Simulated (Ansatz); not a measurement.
# TaH3Br: from a guess to a relaxed structure, part 2 of 2

The task: take a trial cell of TaH3Br to zero force and stress.

Ansatz 0.2.0; DFT PBE, scalar-relativistic, plane waves, PAW. Earlier steps stand in the parts before.

### 5 Full relaxation

The end of the coarse run is made exact in the group found at a tolerance of 0.06 Å and reduced to its primitive cell.

input.yaml reads:

```yaml
crystal:
  lattice:
    - [3.7473455099, 0.0, 0.0]
    - [0.0, 3.7473455099, 0.0]
    - [0.0, 0.0, 3.7473455099]
  atoms:
    - { symbol: Ta, position: [0.5, 0.5, 0.5], spin: 0.3 }
    - { symbol: H, position: [0.5, 0.0, 0.0] }
    - { symbol: H, position: [0.0, 0.5, 0.0] }
    - { symbol: H, position: [0.0, 0.0, 0.5] }
    - { symbol: Br, position: [0.0, 0.0, 0.0] }
basis:
  ecutwfc: 420
kpoints:
  mp_grid: { grid: [10, 10, 10] }
hamiltonian:
  xc: pbe
scf:
  occupations: { method: gaussian, width: 0.1 }
output:
  forces: true
  stress: true
  eigenvalues: true
  populations: true
magnetization:
  spin_polarized: true
relax:
  adjacent_minimum: "off"
  f_tol: 0.01
  max_steps: 80
  cell: { stress_tol: 0.05 }
```

Run with:

```bash
> ansatz run input.yaml --threads 1 --pin off --max-ram 2560MiB --backend cpu --events-out ev --progress --plain --runs-dir out
```

Output, cut to the lines that bear on the results:

```text
Warning: RAYON_NUM_THREADS=1 ignored (pool sized by the plan → 1); use --threads N
[...]
Pseudopotentials: kind: paw
Pseudopotential: Ta, paw, valence charge 13, recommended cutoff 420 eV (normal), Ta.paw.azcp
Pseudopotential: H, paw, valence charge 1, recommended cutoff 420 eV (normal), H.paw.azcp
Pseudopotential: Br, paw, valence charge 7, recommended cutoff 420 eV (normal), Br.paw.azcp
Functional definition: PBE
[...]
Crystal: 5 atoms, lattice volume = 52.622 Å³
Basis set: ecut = 420 eV, 1021 PW (Γ), exchange–correlation on 54×54×54 points (8 copies of the dense FFT grid, shifted against one another)
Bands: 17, of which v1, the nominal top of the filled ones, is band 12 counted from 1 (11 counted from 0)
Symmetry: 48 space group operations
Space group: Pm-3m (ITA 221), of the structure as read, at distance tolerance 3.7e-5 Å
Magnetic group: BNS 221.92 (UNI 1594), of the structure as read, at distance tolerance 3.7e-5 Å
k-points: 56 of 1000
[...]
Starting moments: Σ|m| = 0.3 μB on 1 of 5 sites
[...]
WARN: the starting moments were not kept: the SCF closed with an absolute magnetisation of 9.4e-7 μB, where they sum to 0.3 μB in size (1 site). That is at most 0.1 of that sum. Measured as dr2_m measures the in/out step, that magnetisation stands 1.1e-13 eV from none, at or under the [...]
--- Relaxed structure (4 steps of the walk, 4 accepted, 1 SCFs on fresh bases) ---
  F+E_penalty+E_count = -12754.48910797 eV   max|allowed force component| = 1.752e-30 eV/Å   (the final SCF, on the basis selected at the relaxed cell)
  cell:  # Å, volume = 50.8339 Å³
    - [3.7043983821187862, 6.676557140542417e-33, 0.0]
    - [5.906185162787522e-33, 3.7043983821187862, -1.925929944387236e-34]
    - [-1.0271626370065257e-33, -1.925929944387236e-34, 3.7043983821187862]
  atoms:
    - { symbol: Ta, position: [0.5, 0.5, 0.5] }
    - { symbol: H, position: [0.5, 6.733818734526508e-38, -1.9476265218700148e-48] }
    - { symbol: H, position: [-1.9855483888301497e-38, 0.5, -9.728863544735592e-49] }
    - { symbol: H, position: [-1.9855483895058246e-38, -7.486668034910219e-38, 0.5] }
    - { symbol: Br, position: [-1.824408333806069e-38, 2.0326931085545768e-37, 2.010764683385949e-87] }
--- Löwdin populations: 5 sites ---
  site symbol       q [e]    m [muB]
     0     Ta     12.8976     0.0000
     1      H      1.0696    -0.0000
     2      H      1.0696    -0.0000
     3      H      1.0696    -0.0000
     4     Br      6.4085     0.0000
  spilling = 0.021099 (of n_electrons = 23.000000)
```

Wall time 92 s (1 thread of Intel Xeon at 2.50GHz (Skylake/Cascade Lake), shared host); peak memory 0.42 GiB.

Relaxation path:

```csv
step,E - E(step 1) (eV/cell),largest force component (eV/Å),pressure (GPa),volume (Å³)
1,0.0000,0.0000,-2.55,52.62
2,-0.0139,0.0000,1.27,50.07
3,-0.0162,0.0000,-0.08,50.89
4,-0.0163,0.0000,0.00,50.83
5,-0.0149,0.0000,-0.02,50.83
```

Step 1 is the start. Step 5 repeats the geometry before it on a plane-wave basis chosen anew for that cell, so its energy need not be comparable with the rows above.

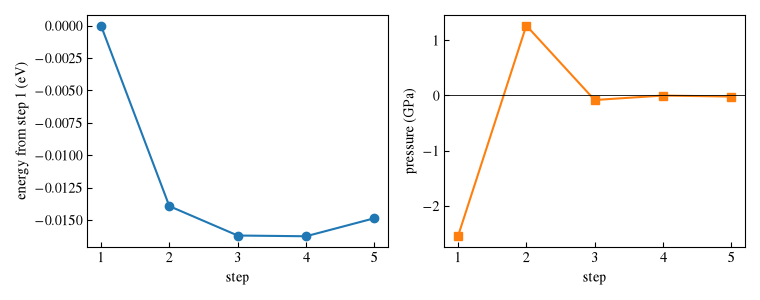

Energy and pressure along the relaxation.

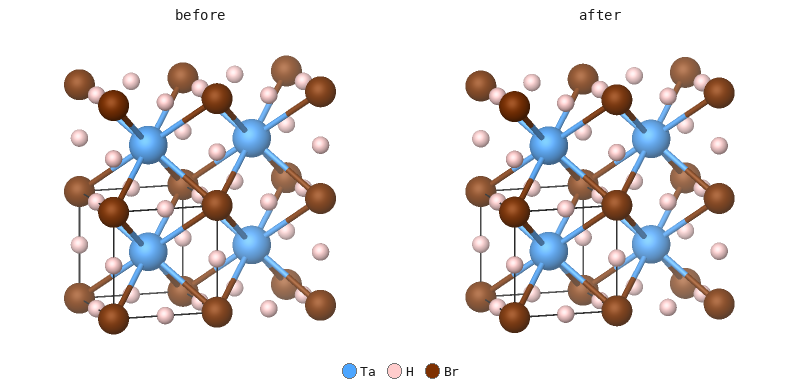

Before and after, at one scale. The change is too small to see at this scale.

|  | before | after | change |
| --- | --- | --- | --- |
| a (Å) | 3.747 | 3.704 | -1.1 % |
| b (Å) | 3.747 | 3.704 | -1.1 % |
| c (Å) | 3.747 | 3.704 | -1.1 % |
| volume (Å³/atom) | 10.52 | 10.17 | -3.4 % |
| shortest distance (Å) | 1.874 | 1.852 | -1.1 % |
| space group (0.01 Å) | Pm-3m | Pm-3m | same |

Forces and stress were held to the start's 48 operations: a distortion of lower symmetry was not tested.

Per atom:

```
atom  Löwdin electrons
 Ta1             12.90
  H2              1.07
  H3              1.07
  H4              1.07
 Br5              6.41
```

The Löwdin counts miss 0.49 of the 23 electrons, which the atomic orbitals do not span, so they are no charges.

### 6 Changed: mixing.algorithm anderson, mixing.beta 0.1, accuracy high, ecutwfc left out

Changes to input.yaml since step 5:

```diff
@@ -11,4 +11,2 @@
     - { symbol: Br, position: [0.0, 0.0, 0.0] }
-basis:
-  ecutwfc: 420
 kpoints:
@@ -19,7 +17,7 @@
   occupations: { method: gaussian, width: 0.1 }
+  mixing: { algorithm: anderson, beta: 0.1 }
 output:
   forces: true
+  eigenvalues: true
   stress: true
-  eigenvalues: true
-  populations: true
 magnetization:
@@ -31 +29,2 @@
   cell: { stress_tol: 0.05 }
+accuracy: high
```

Run with:

```bash
> ansatz run input.yaml --threads 1 --pin off --max-ram 2560MiB --backend cpu --events-out ev --progress --plain --runs-dir out
```

Output, cut to the lines that bear on the results:

```text
Warning: RAYON_NUM_THREADS=1 ignored (pool sized by the plan → 1); use --threads N
[...]
[... 5 set-up lines as earlier in the session ...]
[...]
Crystal: 5 atoms, lattice volume = 52.622 Å³
Basis set: ecut = 420 eV, 1021 PW (Γ), exchange–correlation on 60×60×60 points (8 copies of the dense FFT grid, shifted against one another)
Bands: 17, of which v1, the nominal top of the filled ones, is band 12 counted from 1 (11 counted from 0)
[... 2 set-up lines as earlier in the session ...]
Magnetic group: BNS 221.92 (UNI 1594), of the structure as read, at distance tolerance 3.7e-5 Å
k-points: 56 of 1000
[...]
Starting moments: Σ|m| = 0.3 μB on 1 of 5 sites
[...]
WARN: the starting moments were not kept: the SCF closed with an absolute magnetisation of 3.0e-6 μB, where they sum to 0.3 μB in size (1 site). That is at most 0.1 of that sum. Measured as dr2_m measures the in/out step, that magnetisation stands 8.9e-13 eV from none, at or under the [...]
  P = ⅓ Tr σ = -0.0207 GPa (-0.207 kbar)
--- Band table (eV; the first three rows and the last of 112) ---
  k-point 0 ↑: bands = ["-57.0896", "-23.4876", "-23.4876", "-23.4876", "-7.4421", "6.1041", "6.1041", "6.1041", "6.7266", "6.7266", "7.1625", "12.8020", "12.8020", "12.8020", "13.0611", "13.0611", "18.8399"]
[...]
--- Relaxed structure (4 steps of the walk, 4 accepted, 1 SCFs on fresh bases) ---
  F+E_penalty+E_count = -12754.48910795 eV   max|allowed force component| = 2.356e-29 eV/Å   (the final SCF, on the basis selected at the relaxed cell)
  cell:  # Å, volume = 50.8339 Å³
    - [3.7043988453932357, -6.419766481290786e-34, 5.135813185032629e-34]
    - [-1.6691392851356043e-33, 3.7043988453932357, 0.0]
    - [5.135813185032629e-34, 0.0, 3.7043988453932357]
  atoms:
    - { symbol: Ta, position: [0.49999999999999994, 0.49999999999999994, 0.49999999999999994] }
    - { symbol: H, position: [0.49999999999999994, 4.872607964916371e-38, -1.1653254136001973e-48] }
    - { symbol: H, position: [-2.4352210752436046e-38, 0.49999999999999994, 3.700490391553028e-48] }
    - { symbol: H, position: [-2.435221076047572e-38, -8.511379581187487e-38, 0.49999999999999994] }
    - { symbol: Br, position: [7.405270832106455e-38, 1.79429083022287e-37, -3.1162024349920235e-48] }
```

Wall time 1.9 min (1 thread of Intel Xeon at 2.50GHz (Skylake/Cascade Lake), shared host); peak memory 0.43 GiB.

```
    run     ending  energy change  pressure (GPa)  gap (eV)  force (eV/Å)  cycles     time
 step 5  converged              0             0.0      0.00          0.00       -     92 s
variant  converged   0.0 meV/atom             0.0      0.00          0.00       -  1.9 min
```

The changed input (mixing and accuracy level) leaves the energy the same to the digits printed.

### 7 Outcome

This closing draws on all 2 parts. Changes of volume or cell count from the first structure of part 1.

| quantity | value |
| --- | --- |
| symmetry at the end (tolerance 0.05 Å) | space group Pm-3m (No. 221) |
| conventional cell | a = 3.704 Å, b = 3.704 Å, c = 3.704 Å, α = 90.00°, β = 90.00°, γ = 90.00° |
| volume | 10.17 Å³/atom |
| energy over the elements (uncorrected; H, N, O, F and Cl as molecules) | +1.71 eV/atom |
| gap on the mesh | none (metal) |

The space group Pm-3m (No. 221) is kept, and the volume per atom shrinks by 15.5 % from the first guess. With a positive formation energy it can't be a ground state. No finished test with a distortion of lower symmetry is shown, so the end may be a saddle point. The runs treat Ta without spin-orbit coupling. Other magnetic orders were not searched.
